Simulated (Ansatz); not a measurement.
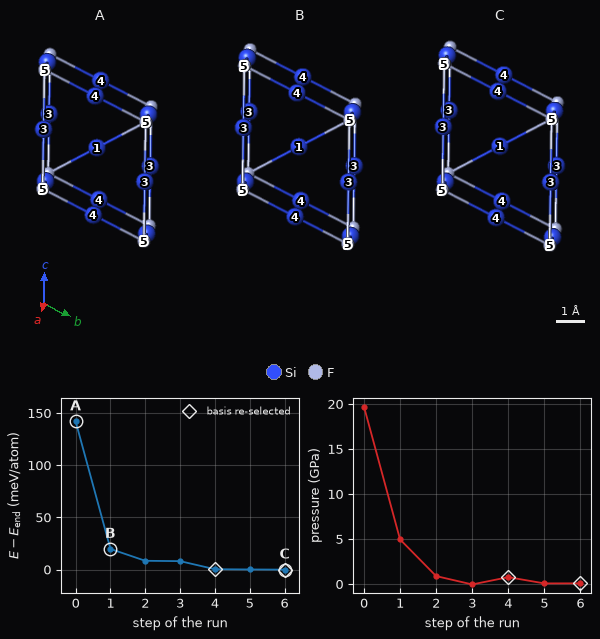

Frames of a relaxation of crystalline Si$_{4}$F (a generated structure, set up in Im-3m) (coarse preliminary run), marked on the history of the run. Style: ball-and-stick. Shown: the cell of the calculation, from a free direction.

The calculation used Ansatz, DFT PBE, scalar-relativistic, plane waves, PAW. Set-up: plane-wave cutoff 420 eV; k-point mesh 6 × 6 × 6; occupations gaussian; smearing width 0.1 eV; no spin polarisation; cell and atoms relaxed; force threshold 0.04 eV/Å; at most 70 steps.

Q: Describe the path.

A: No atom moves by more than 0.005 Å relative to the cell. The volume changes by +19.3 %, with a = b = c 4.484 → 4.756 Å (+6.1 %). Some distances before and after: F–Si 2.242 → 2.378 Å. The space group stays Im-3m (No. 229). Over 4 accepted moves (6 points after the start) the energy falls by 142 meV per atom. All forces vanish by symmetry, so only the cell relaxes. The pressure goes from 19.72 to 0.09 GPa. The SCF was repeated twice at an unchanged geometry on a basis and grid sized afresh for the cell, which shifted the energy by 7.7 meV per atom at most. From step 0 to 1: volume +12.2 %, energy −122 meV per atom. From step 1 to 6: volume +6.3 %, energy −19.8 meV per atom.

```tsv
step	E − E(0), meV/atom	pressure, GPa	volume, Å³/atom	note
0	0.00	19.72	13.882	
1	-122.26	4.97	15.576	
2	-133.63	0.90	16.243	
3	-133.95	-0.03	16.414	
4	-141.69	0.78	16.414	same geometry, new basis
5	-141.93	0.08	16.560	
6	-142.09	0.09	16.560	same geometry, new basis
```
